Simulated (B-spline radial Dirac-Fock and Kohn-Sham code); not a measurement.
The ion Sr⁶⁺ in the configuration [Ar] 3d10 4s2 4p2. Method: independent-particle rates on relativistic LDA orbitals of the hole state (multipoles to L = 3), energies from Dirac–Fock ΔSCF (computed with a B-spline radial code).

Before looking at the plot, say what to expect. Its caption: X-ray emission lines that fill an L3 (2p3/2) hole, broadened by a Gaussian of 2.0 eV full width. Multiplet splitting by the open shell is left out.

The strongest line is L3-M5 (Lα1) at 1.8111 keV with 86.2 % of the photons, then L3-M4 (Lα2) at 1.8094 keV (9.7 %), L3-M1 (Ll) at 1.5826 keV (3.5 %), L3-N1 (Lβ6) at 1.9185 keV (0.67 %). The hole has a width of 1.33 eV and a fluorescence yield of 0.0266.

The computed plot:

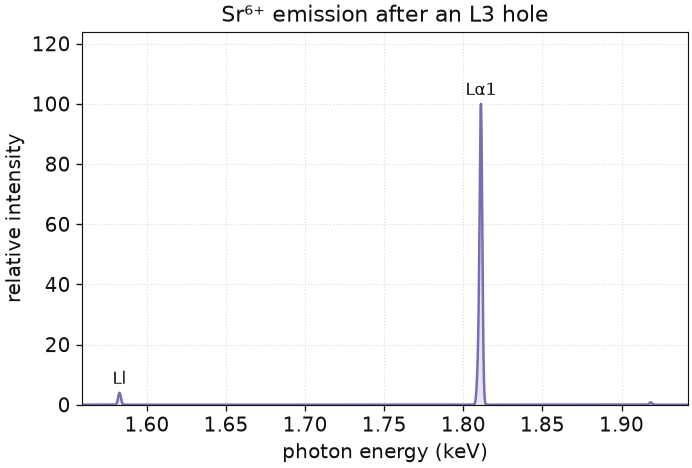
